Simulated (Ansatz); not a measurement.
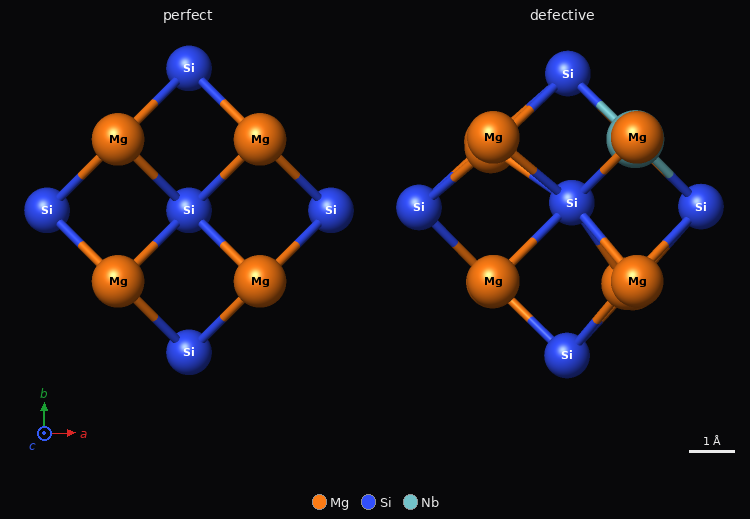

Left: perfect Mg₂Si. Right: the same region with a pair of point defects, after relaxing the atoms in a supercell of 96 sites. The picture is a ball-and-stick view of the atoms within 4.6 Å of one point, seen along the c axis.

The calculation used DFT, PBEsol, PAW, plane waves (Ansatz 0.2.0). Settings: plane-wave cutoff 420 eV; k-point mesh 1 × 1 × 1; mesh shifted by (0.25, 0.25, 0.25); no spin polarisation. Fermi-Dirac smearing of 0.01 eV. A uniform background neutralises the charged cell. The axes drawn are those of the host's conventional cell.

> What kind of defect was made?

A magnesium atom is replaced by niobium and a magnesium atom is taken out (a vacancy), the two sites 4.5 Å apart.

The charge state of the cell is +1.

> How does the lattice respond?

In the host the Mg atom has 4 Si at 2.74 Å, 6 Mg at 3.16 Å; the Nb atom ends with 4 Si at 2.51 to 2.56 Å. Around the empty Mg site the host had 4 Si at 2.74 Å, 6 Mg at 3.16 Å; after relaxation the nearest atoms are 4 Si at 2.84 to 2.92 Å, 6 Mg at 2.95 to 3.00 Å. Of the host's atoms, a silicon atom moves furthest from its site, by 0.24 Å.

Limits of the set-up: the cell is charged, on a uniform background, and energies carry no finite-size correction.
